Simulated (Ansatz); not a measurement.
Rock-salt TiN, treated with Hartree–Fock in Ansatz (plane waves, PAW).

Run with plane-wave cutoff 460 eV, 12×12×12 k mesh, Fermi–Dirac smearing 0.05 eV, no spin polarisation, scalar-relativistic PAW data made under PBE.

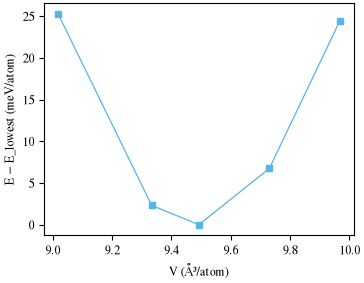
Figure: Total energy against volume

Question: From the curve, estimate the equilibrium volume and the bulk modulus.

Answer: V0 ≈ 9.5 Å³/atom and B0 ≈ 340 GPa; the fit gives V0 = 9.477 Å³/atom, B0 = 336 GPa, B′ = 4.0.

Measured, for comparison: bulk modulus 288 GPa (temperature not stated, not corrected to a static lattice; as tabulated in Krasnenko and Brik (2013), arXiv:1306.3139); equilibrium volume per atom 9.52 Å³/atom (temperature not stated, not corrected to a static lattice; as tabulated in Zhang et al. (2018), doi:10.1088/1367-2630/aac7f0). Computed (rounded) less measured: bulk modulus +17 %, equilibrium volume per atom -0.4 %. A static lattice is as a rule a little smaller and stiffer than an uncorrected measurement, which narrows the difference in the equilibrium volume per atom and would widen misses of the other sign.

Note: the run has no spin polarisation, so it can have missed a magnetic state.

Computed values are for the static lattice.

Ansatz is a program for electronic structure.
